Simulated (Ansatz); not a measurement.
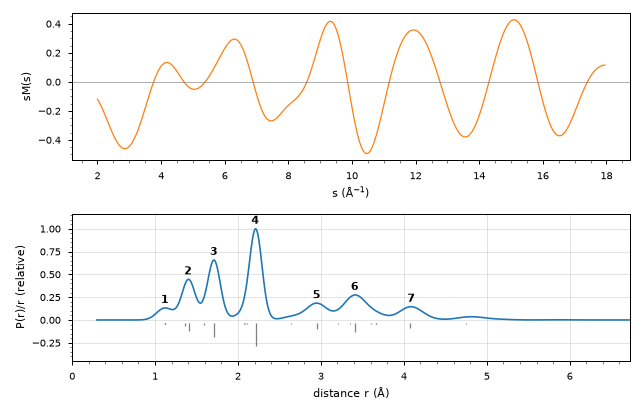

Simulated gas electron diffraction: reduced molecular intensity sM(s) from the Debye equation in the first Born approximation (top) and the radial distribution curve (bottom) of CH5AlOS. Each pair of atoms contributes with weight ZᵢZⱼ/r (bars below the curve); damping constant 0.0015 Å²; vibrational amplitudes assumed, not computed: 0.05 Å for bonds, 0.078 Å for bonds to H, 0.06 + 0.015 r up to 0.15 Å for other pairs. The geometry is the end point of an optimisation (Ansatz, RKS revPBE/def2-SVP); it may be a saddle point or a higher isomer. SMILES: C[O][AlH][SH].

Which pairs of atoms lie under the numbered peaks? Mark bonded pairs by – and others by ···.

Peak 1, 1.12 Å: C–H 1.11–1.12 Å (×3)
Peak 2, 1.40 Å: S–H 1.36 Å, O–C 1.41 Å
Peak 3, 1.71 Å: Al–H 1.59 Å, Al–O 1.71 Å, not resolved
Peak 4, 2.21 Å: O···H 2.07–2.11 Å (×3), S–Al 2.22 Å, not resolved
Peak 5, 2.95 Å: O···H 2.82 Å, Al···C 2.95 Å, not resolved; in its flanks Al···H 2.64 Å
Peak 6, 3.41 Å: Al···H 3.20–3.66 Å (×3), S···H 3.35–3.66 Å (×2), S···O 3.41 Å, not resolved
Peak 7, 4.09 Å: S···C 4.08 Å
